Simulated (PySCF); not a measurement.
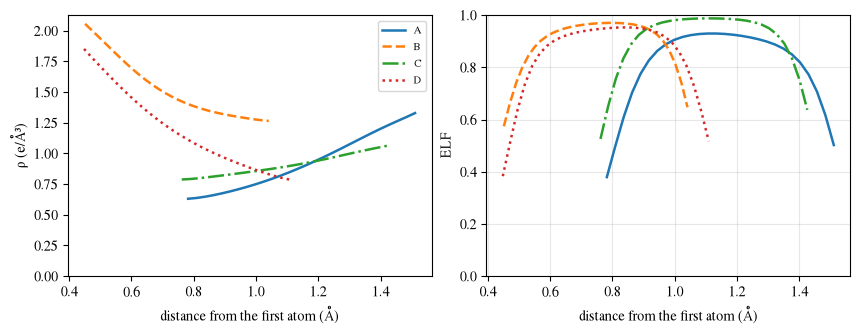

Figure. C3H13BSSi2 (SMILES CB(C)[SiH2]C[SiH2]S). Electron density and electron localisation function along straight lines between neighbouring atoms. The curves leave out the atomic cores.

Geometry: GFN2-xTB.

Theory: PBE0/pcSseg-1, SCF density, gas phase, non-relativistic (PySCF).

The calculation's input:

```
{"job": {"kind": "nmr", "xc": "PBE0", "basis": "pcSseg-1"}, "charge": 0, "multiplicity": 1}
C     -1.965488     1.395750    -0.211970
B     -1.382813    -0.063959    -0.082711
C     -1.838018    -0.998048     1.096085
Si    -0.006328    -0.680665    -1.343816
C      1.609147     0.350689    -1.098117
Si     2.175487     0.607315     0.684523
S      2.121425    -1.269495     1.748194
H     -1.175996     2.115782     0.013584
H     -2.797242     1.614927     0.455437
H     -2.283024     1.625206    -1.229320
H     -0.973383    -1.279591     1.699757
H     -2.582111    -0.571506     1.766380
H     -2.233062    -1.942717     0.720351
H     -0.310652    -0.543531    -2.784293
H      0.420789    -2.090560    -1.216261
H      2.409725    -0.116062    -1.671812
H      1.459952     1.333804    -1.542244
H      1.260965     1.435953     1.462767
H      3.545223     1.112216     0.784632
H      2.540254    -2.024829     0.745797
```

Command:

```sh
OMP_NUM_THREADS=1 python probes_run.py task.json out
```

Question: Which curve belongs to which contact (C–B, C–Si, Si–B and Si–S)? The first atom named is at distance zero.

Answer: Curve A: Si–S (2.16 Å): ρ is about 0.82 e/Å³ halfway; the ELF peaks at about 0.95 between the atoms: a shared electron pair. Curve B: C–B (1.57 Å): ρ at the midpoint is about 1.4 e/Å³; the ELF peaks at about 1 between the atoms, as expected for a shared electron pair. Curve C: Si–B (1.97 Å): ρ at the midpoint is about 0.85 e/Å³; the ELF peaks at about 1 between the atoms; localised, covalent bonding. Curve D: C–Si (1.89 Å): ρ is about 0.92 e/Å³ halfway; the ELF peaks at about 0.95 between the atoms; localised, covalent bonding.
